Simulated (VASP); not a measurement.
Band structure of YTi (space group Pmma). Calculation: PBE GGA, VASP's PBE PAW potentials (set 64) (plane waves; VASP).

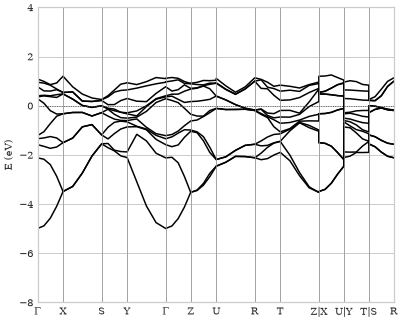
Figure. Bands along high-symmetry lines, zero at the valence-band maximum or, without a gap, the Fermi level

Task: Read the plot: is there a gap, and where are the band edges?

Result: It has no gap at this level: it comes out as a metal or semimetal.

The structure was generated: YTi was put into an ordered model structure, which need not be its known phase. The cell was not relaxed at this level. The k-mesh is coarse (spacing up to 0.39 per Å, 2π included), so the numbers may not be converged in it.
